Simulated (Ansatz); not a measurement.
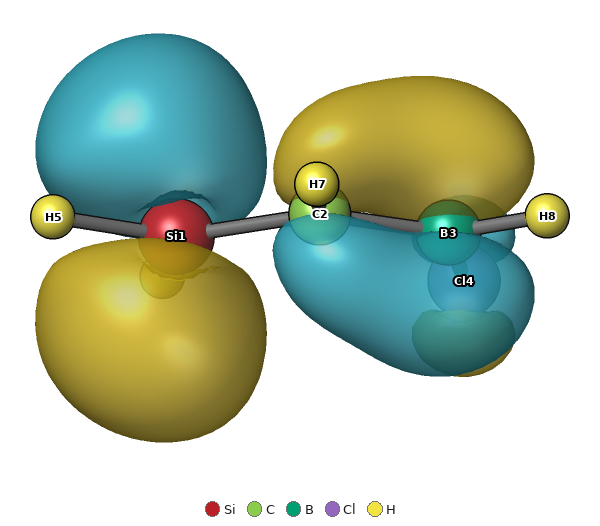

Figure 1: CH4BClSi. The LUMO at ±0.1 Å⁻³ᐟ² (yellow and cyan are the two phases), seen from one side.

Level of theory: RKS PBE0/def2-SVP (Ansatz 0.2.0).

Input

```
crystal:
  periodic: [false, false, false]
  atoms:
    - { symbol: Si, position_ang: [0.10042, 1.50553, -0.23091] }
    - { symbol: C, position_ang: [0.24727, -0.25587, -0.39913] }
    - { symbol: B, position_ang: [-0.28903, -1.30319, 0.53798] }
    - { symbol: Cl, position_ang: [-1.15157, -0.81056, 1.95638] }
    - { symbol: H, position_ang: [0.64463, 2.47569, -1.17922] }
    - { symbol: H, position_ang: [-0.57272, 2.20697, 0.85713] }
    - { symbol: H, position_ang: [0.78655, -0.59073, -1.28318] }
    - { symbol: H, position_ang: [-0.16061, -2.45959, 0.37345] }
basis:
  gaussian: { orbitals: def2-SVP }
hamiltonian:
  xc: pbe0
relax:
  f_tol: 0.015
  max_steps: 40
output:
  orbitals: {}
```

Launched as:

```sh
ansatz run input.yaml --threads 1 --pin off --max-ram 2048MiB --backend cpu --events-out ev --progress --plain --runs-dir out
```

The fields are those of the relaxed geometry.

Describe this orbital and give its energy.

It lies mainly on Si1 (about 55 %), B3 (about 20 %) and C2 (about 15 %); it changes sign across the molecular plane (π type); π-bonding across C2–B3. Its energy is −2.45 eV.
